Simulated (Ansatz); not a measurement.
System: BrClH₂OZn.

```xyz
6

Zn   -0.5288   -0.1668   -0.8426
O     0.2897   -0.0960    1.0132
Cl   -0.6471   -2.1055   -1.6214
H     0.4671    0.8748    1.0741
Br   -0.6671    2.0864   -0.9130
H     1.0862   -0.5929    1.2899
```

Level of theory: Ansatz, RKS LDA/def2-SVP.

Predict the electron density and electron localisation function between the atoms.

Answer. Zn–O (2.03 Å): ρ at the midpoint is about 0.46 e/Å³; the ELF peaks at about 0.90 in the valence shell of O, 0.6 Å from its nucleus, and is about 0.15 at the midpoint.
Zn–Cl (2.09 Å): ρ is about 0.69 e/Å³ halfway; the ELF peaks at about 0.80 in the valence shell of Cl, 0.8 Å from its nucleus, and is about 0.45 at the midpoint.
Zn–Br (2.26 Å): ρ is about 0.61 e/Å³ halfway, with its minimum of 0.54 e/Å³ about 1.0 Å from Zn; the ELF peaks at about 0.75 in the valence shell of Br, 1.0 Å from its nucleus, and is about 0.50 at the midpoint.
O–H (0.99 Å): ρ at the midpoint is about 3.6 e/Å³; the ELF climbs to about 1 towards the hydrogen, as it does in any bond to H: a covalent bond by its length.

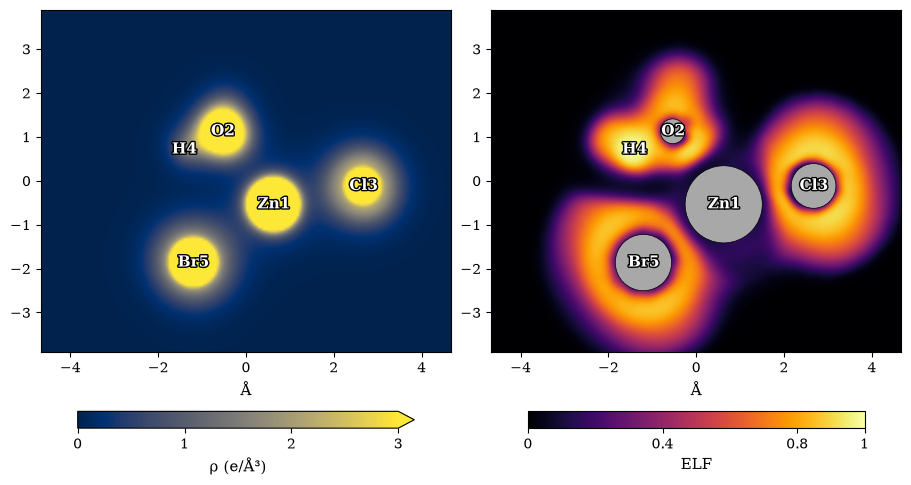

Computed electron density and electron localisation function on the plane of atoms O2, Zn1 and Br5, in this order. Grey discs cover the atomic cores in the ELF map. 
